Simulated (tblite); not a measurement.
**Run report: BSi2H5O4, geometry relaxation (part 2 of 2)**

Continued. System: BSi2H5O4, multiplicity 3, SMILES OB(O)O[Si]O[SiH3]. Method: GFN2-xTB geometry optimisation, gas phase (tblite 0.8.0). 

Geometry of the input (Å):
```
Si -0.2235  -0.7608  -0.1692
O  -1.2472  0.3307  0.6749
Si -2.8626  -0.2659  0.5744
O  0.7812  0.1906  -1.1533
B  2.0550  0.2636  -0.4488
O  2.7170  -1.0333  -0.2110
O  2.9688  1.3765  -0.8500
H  -3.7296  0.9040  0.5860
H  -3.0103  -1.0035  -0.6930
H  -3.1322  -1.1658  1.7150
H  3.1164  -1.1002  0.6799
H  2.5755  2.2366  -0.6901
```

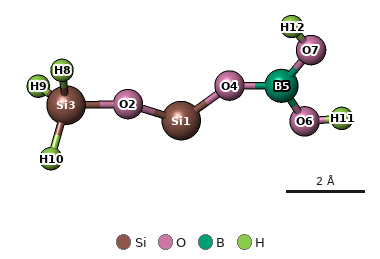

Fig. 1: The geometry at step 80 of the log (ball-and-stick view, seen at a tilt; atoms are numbered from 1 in the order of the input).

**Trajectory as extended XYZ, continued**
```
12
Properties=species:S:1:pos:R:3:forces:R:3 step=52 energy=-643.42945
Si   -0.1639   -0.8146   -0.1801   -0.0100  -0.0060  -0.0050
O    -1.6343   -0.1362    0.0275   -0.0160  -0.0080   0.0300
Si   -3.1810   -0.3066    0.4959   -0.0300  -0.0050   0.0510
O     0.9758    0.3300   -0.4702   -0.0140   0.0020   0.0230
B     2.3158    0.2609   -0.3435    0.0030   0.0070   0.0060
O     2.8800   -0.8987    0.0808    0.0230   0.0060  -0.0330
O     3.1046    1.3287   -0.6397    0.0020   0.0050  -0.0230
H    -3.6213    1.0695    0.6769    0.0340   0.0390  -0.0070
H    -3.9184   -1.0066   -0.5525    0.0130  -0.0340  -0.0790
H    -3.2264   -1.0995    1.7250    0.0100   0.0160   0.0090
H     3.8348   -0.8633    0.1364    0.0140  -0.0180   0.0150
H     2.6426    2.1091   -0.9418   -0.0270  -0.0040   0.0120
12
Properties=species:S:1:pos:R:3:forces:R:3 step=56 energy=-643.43350
Si   -0.1452   -0.8651   -0.0551    0.1710  -0.1410  -0.0170
O    -1.6275   -0.2095    0.0156   -0.1680   0.1270   0.0110
Si   -3.1837   -0.2875    0.4719   -0.0460   0.0050   0.0510
O     0.9729    0.2865   -0.3768    0.0260   0.0350  -0.0020
B     2.3182    0.2483   -0.3309    0.0090   0.0020  -0.0160
O     2.9354   -0.9057    0.0288   -0.0430  -0.0070   0.0110
O     3.0516    1.3505   -0.6480   -0.0020  -0.0010  -0.0030
H    -3.5758    1.1109    0.6168    0.0430  -0.0190  -0.0040
H    -3.9327   -0.9700   -0.5834    0.0160  -0.0310  -0.0120
H    -3.2275   -1.0502    1.7196   -0.0730   0.0140  -0.0090
H     3.8893   -0.8496    0.0543    0.0640   0.0080  -0.0160
H     2.5333    2.1140   -0.8982    0.0030   0.0070   0.0060
12
Properties=species:S:1:pos:R:3:forces:R:3 step=60 energy=-643.43646
Si   -0.1457   -0.8723   -0.0851   -0.0420   0.0500   0.0030
O    -1.6250   -0.1915    0.0322    0.0530  -0.0190   0.0160
Si   -3.1830   -0.2910    0.4788   -0.0070  -0.0090  -0.0600
O     0.9720    0.2931   -0.3684   -0.0040  -0.0190  -0.0110
B     2.3176    0.2520   -0.3260    0.0020  -0.0050  -0.0050
O     2.9292   -0.9039    0.0387    0.0380   0.0130  -0.0150
O     3.0521    1.3509   -0.6532   -0.0100  -0.0210   0.0080
H    -3.5708    1.1067    0.6175    0.0070   0.0210   0.0070
H    -3.9127   -0.9766   -0.5918    0.0240  -0.0120   0.0400
H    -3.2434   -1.0499    1.7258   -0.0630  -0.0120   0.0150
H     3.8854   -0.8580    0.0519   -0.0070   0.0110  -0.0080
H     2.5327    2.1132   -0.9055    0.0080   0.0020   0.0090
12
Properties=species:S:1:pos:R:3:forces:R:3 step=64 energy=-643.43887
Si   -0.1445   -0.8875   -0.0551    0.0260  -0.0440   0.0020
O    -1.6138   -0.1957    0.0555   -0.0830  -0.0050   0.0280
Si   -3.1824   -0.2875    0.4665    0.0440   0.0570   0.1120
O     0.9704    0.2742   -0.3441    0.0440   0.0090  -0.0180
B     2.3162    0.2459   -0.3255    0.0130  -0.0110  -0.0110
O     2.9495   -0.9042    0.0189   -0.0270  -0.0310   0.0030
O     3.0290    1.3555   -0.6595    0.0370   0.0390   0.0100
H    -3.5425    1.1203    0.5980   -0.0180  -0.0200  -0.0170
H    -3.8952   -0.9807   -0.6035   -0.0160  -0.0360  -0.0270
H    -3.2815   -1.0309    1.7265   -0.0430   0.0190  -0.0640
H     3.9048   -0.8554    0.0230    0.0150   0.0470  -0.0240
H     2.4982    2.1185   -0.8859    0.0080  -0.0230   0.0050
12
Properties=species:S:1:pos:R:3:forces:R:3 step=68 energy=-643.44286
Si   -0.1344   -0.9188    0.0105    0.0070  -0.0070  -0.0050
O    -1.6086   -0.2298    0.0824    0.0250  -0.0160   0.0420
Si   -3.1861   -0.2677    0.4583   -0.0370  -0.0350  -0.0220
O     0.9821    0.2381   -0.2927   -0.0500  -0.0060  -0.0120
B     2.3261    0.2332   -0.3211    0.0110   0.0100  -0.0060
O     2.9952   -0.9075   -0.0190    0.0350  -0.0110  -0.0040
O     3.0011    1.3677   -0.6577    0.0390  -0.0420   0.0250
H    -3.5005    1.1516    0.5580   -0.0430  -0.0020  -0.0300
H    -3.8790   -0.9894   -0.6119   -0.0040   0.0490  -0.0110
H    -3.3699   -0.9946    1.7130    0.0030   0.0050   0.0460
H     3.9475   -0.8226   -0.0550    0.0180   0.0020  -0.0090
H     2.4346    2.1123   -0.8502   -0.0050   0.0540  -0.0160
12
Properties=species:S:1:pos:R:3:forces:R:3 step=72 energy=-643.44701
Si   -0.1225   -0.9645    0.0758    0.0350   0.0420  -0.0050
O    -1.5973   -0.2756    0.1353   -0.0200  -0.0160   0.0390
Si   -3.1896   -0.2611    0.4485    0.0120   0.0290   0.0420
O     0.9898    0.1955   -0.2327    0.0370  -0.0320  -0.0160
B     2.3337    0.2230   -0.3135   -0.0540  -0.0570   0.0080
O     3.0454   -0.9069   -0.0613   -0.1030   0.0410  -0.0080
O     2.9665    1.3804   -0.6549   -0.0470   0.0640  -0.0030
H    -3.4833    1.1671    0.4933   -0.0090  -0.0070  -0.0030
H    -3.8695   -0.9582   -0.6416   -0.0200  -0.0310  -0.0240
H    -3.4301   -0.9462    1.7208    0.0000   0.0140  -0.0350
H     3.9910   -0.7972   -0.1373    0.0910   0.0220  -0.0150
H     2.3742    2.1161   -0.8178    0.0800  -0.0700   0.0190
12
Properties=species:S:1:pos:R:3:forces:R:3 step=76 energy=-643.44995
Si   -0.1185   -0.9814    0.1224   -0.0040  -0.0200   0.0000
O    -1.5938   -0.2969    0.2097    0.0120  -0.0020   0.0290
Si   -3.1982   -0.2546    0.4475   -0.0070  -0.0010  -0.0180
O     0.9978    0.1572   -0.2330   -0.0190   0.0220   0.0040
B     2.3376    0.2093   -0.3233   -0.0010   0.0080   0.0010
O     3.0791   -0.9059   -0.1005   -0.0030  -0.0120  -0.0030
O     2.9509    1.3847   -0.6408    0.0200  -0.0060  -0.0100
H    -3.4699    1.1775    0.4508   -0.0140   0.0170   0.0010
H    -3.8453   -0.9598   -0.6607   -0.0050  -0.0110   0.0110
H    -3.5071   -0.9113    1.7190    0.0130  -0.0010  -0.0200
H     4.0210   -0.7639   -0.1905    0.0130  -0.0030   0.0010
H     2.3547    2.1177   -0.7858   -0.0040   0.0080   0.0040
12
Properties=species:S:1:pos:R:3:forces:R:3 step=80 energy=-643.45056
Si   -0.1206   -0.9808    0.1076    0.0090   0.0080   0.0020
O    -1.5871   -0.2856    0.2444    0.0020  -0.0030   0.0120
Si   -3.1962   -0.2553    0.4500    0.0040   0.0190  -0.0120
O     0.9917    0.1630   -0.2498    0.0210  -0.0050   0.0110
B     2.3334    0.2098   -0.3302    0.0070  -0.0040  -0.0040
O     3.0707   -0.9085   -0.1044   -0.0070   0.0070   0.0030
O     2.9556    1.3819   -0.6431   -0.0050   0.0020   0.0020
H    -3.4797    1.1751    0.4492   -0.0060   0.0070  -0.0010
H    -3.8242   -0.9668   -0.6637   -0.0120  -0.0150  -0.0040
H    -3.5142   -0.9132    1.7172    0.0030  -0.0130   0.0020
H     4.0147   -0.7669   -0.1787   -0.0180  -0.0060  -0.0070
H     2.3642    2.1199   -0.7837    0.0030   0.0020  -0.0020
12
Properties=species:S:1:pos:R:3:forces:R:3 step=84 energy=-643.45074
Si   -0.1199   -0.9803    0.1066    0.0010   0.0040   0.0070
O    -1.5872   -0.2876    0.2465   -0.0010   0.0070   0.0010
Si   -3.1971   -0.2533    0.4479    0.0000  -0.0090   0.0060
O     0.9935    0.1635   -0.2461    0.0010   0.0100   0.0050
B     2.3347    0.2107   -0.3285   -0.0040   0.0010  -0.0030
O     3.0700   -0.9081   -0.1023    0.0040  -0.0020  -0.0010
O     2.9565    1.3824   -0.6437   -0.0010   0.0030   0.0000
H    -3.4820    1.1772    0.4490    0.0010  -0.0060  -0.0050
H    -3.8282   -0.9688   -0.6628    0.0000   0.0020   0.0030
H    -3.5113   -0.9152    1.7152   -0.0010   0.0010  -0.0090
H     4.0136   -0.7687   -0.1815   -0.0020  -0.0070  -0.0030
H     2.3658    2.1208   -0.7855    0.0040  -0.0040   0.0000
12
Properties=species:S:1:pos:R:3:forces:R:3 step=88 energy=-643.45084
Si   -0.1168   -0.9856    0.1227   -0.0020   0.0070   0.0080
O    -1.5832   -0.2908    0.2619   -0.0030  -0.0010  -0.0020
Si   -3.1951   -0.2518    0.4448   -0.0040   0.0010  -0.0040
O     0.9947    0.1581   -0.2348   -0.0010   0.0040  -0.0010
B     2.3349    0.2088   -0.3294    0.0040   0.0040   0.0120
O     3.0755   -0.9085   -0.1116   -0.0080   0.0030  -0.0060
O     2.9490    1.3849   -0.6435    0.0050  -0.0080  -0.0050
H    -3.4752    1.1795    0.4367    0.0000  -0.0010  -0.0050
H    -3.8223   -0.9682   -0.6675    0.0060   0.0010  -0.0010
H    -3.5240   -0.9067    1.7108   -0.0020  -0.0090   0.0080
H     4.0181   -0.7673   -0.1975    0.0020  -0.0020  -0.0050
H     2.3527    2.1201   -0.7779    0.0030   0.0010   0.0000
12
Properties=species:S:1:pos:R:3:forces:R:3 step=92 energy=-643.45101
Si   -0.1139   -0.9837    0.1414   -0.0010   0.0050   0.0070
O    -1.5825   -0.2931    0.2768    0.0090   0.0010  -0.0050
Si   -3.1960   -0.2509    0.4426   -0.0020  -0.0070   0.0040
O     0.9968    0.1590   -0.2224   -0.0160  -0.0010   0.0120
B     2.3362    0.2093   -0.3263   -0.0070  -0.0020  -0.0210
O     3.0777   -0.9091   -0.1221    0.0060  -0.0180   0.0130
O     2.9460    1.3855   -0.6463    0.0170   0.0090   0.0030
H    -3.4714    1.1810    0.4226   -0.0050   0.0020   0.0040
H    -3.8162   -0.9694   -0.6718    0.0030  -0.0040  -0.0100
H    -3.5348   -0.9053    1.7068   -0.0030   0.0020   0.0030
H     4.0201   -0.7700   -0.2145   -0.0060   0.0030  -0.0070
H     2.3463    2.1194   -0.7721    0.0050   0.0100  -0.0030
12
Properties=species:S:1:pos:R:3:forces:R:3 step=96 energy=-643.45143
Si   -0.1132   -0.9604    0.1524    0.0050  -0.0190   0.0090
O    -1.5832   -0.2742    0.2862   -0.0140  -0.0020  -0.0060
Si   -3.1985   -0.2587    0.4445    0.0090   0.0080   0.0010
O     0.9943    0.1815   -0.2236    0.0090   0.0230   0.0020
B     2.3345    0.2153   -0.3299   -0.0030  -0.0090  -0.0040
O     3.0584   -0.9144   -0.1204    0.0080   0.0110  -0.0010
O     2.9634    1.3816   -0.6513   -0.0160  -0.0090   0.0040
H    -3.4849    1.1711    0.4190   -0.0180  -0.0070   0.0190
H    -3.8108   -0.9789   -0.6734    0.0090  -0.0090  -0.0100
H    -3.5286   -0.9267    1.7044   -0.0040   0.0170  -0.0060
H     4.0023   -0.7880   -0.2149    0.0030  -0.0070  -0.0040
H     2.3746    2.1243   -0.7783    0.0130   0.0040  -0.0030
12
Properties=species:S:1:pos:R:3:forces:R:3 step=100 energy=-643.45188
Si   -0.1078   -0.9498    0.1780   -0.0010   0.0240   0.0020
O    -1.5839   -0.2718    0.2983    0.0150  -0.0090  -0.0060
Si   -3.2002   -0.2614    0.4422   -0.0150  -0.0180  -0.0210
O     0.9946    0.1978   -0.2056    0.0020  -0.0470   0.0070
B     2.3341    0.2167   -0.3294    0.0020   0.0230   0.0200
O     3.0544   -0.9164   -0.1262   -0.0150  -0.0020  -0.0130
O     2.9689    1.3781   -0.6540    0.0080   0.0140  -0.0200
H    -3.4966    1.1659    0.4108   -0.0110   0.0020   0.0190
H    -3.8013   -0.9861   -0.6807    0.0210   0.0030   0.0070
H    -3.5402   -0.9296    1.6993    0.0000   0.0170  -0.0030
H     3.9978   -0.7985   -0.2386   -0.0140   0.0010   0.0040
H     2.3884    2.1277   -0.7794    0.0070  -0.0070   0.0040
12
Properties=species:S:1:pos:R:3:forces:R:3 step=104 energy=-643.45301
Si   -0.0938   -0.9050    0.2545   -0.0210  -0.0070   0.0040
O    -1.5822   -0.2497    0.3377   -0.0130   0.0090   0.0020
Si   -3.2030   -0.2735    0.4322    0.0170  -0.0090   0.0050
O     0.9964    0.2429   -0.1610    0.0030  -0.0040  -0.0040
B     2.3313    0.2299   -0.3295    0.0030  -0.0030   0.0070
O     3.0195   -0.9268   -0.1518    0.0010  -0.0170   0.0080
O     2.9905    1.3704   -0.6746    0.0120   0.0120  -0.0100
H    -3.5337    1.1467    0.3974   -0.0030  -0.0070   0.0020
H    -3.7485   -1.0149   -0.7068    0.0010   0.0040   0.0030
H    -3.5622   -0.9425    1.6836    0.0020   0.0070  -0.0120
H     3.9632   -0.8430   -0.2868    0.0010   0.0070  -0.0060
H     2.4307    2.1380   -0.7802   -0.0040   0.0090   0.0010
12
Properties=species:S:1:pos:R:3:forces:R:3 step=108 energy=-643.45312
Si   -0.0937   -0.9097    0.2656   -0.0010   0.0040   0.0000
O    -1.5807   -0.2520    0.3517    0.0010   0.0050   0.0000
Si   -3.2019   -0.2726    0.4304   -0.0050   0.0020  -0.0020
O     0.9981    0.2356   -0.1539    0.0000  -0.0050   0.0020
B     2.3324    0.2280   -0.3285    0.0000  -0.0010  -0.0010
O     3.0252   -0.9275   -0.1580    0.0050   0.0050   0.0010
O     2.9856    1.3726   -0.6748   -0.0030  -0.0070  -0.0010
H    -3.5296    1.1479    0.3885   -0.0030   0.0000   0.0010
H    -3.7414   -1.0148   -0.7106    0.0030   0.0010   0.0000
H    -3.5759   -0.9344    1.6804    0.0040  -0.0040   0.0000
H     3.9675   -0.8398   -0.3016   -0.0030   0.0040  -0.0010
H     2.4227    2.1392   -0.7744    0.0000  -0.0050   0.0020
```
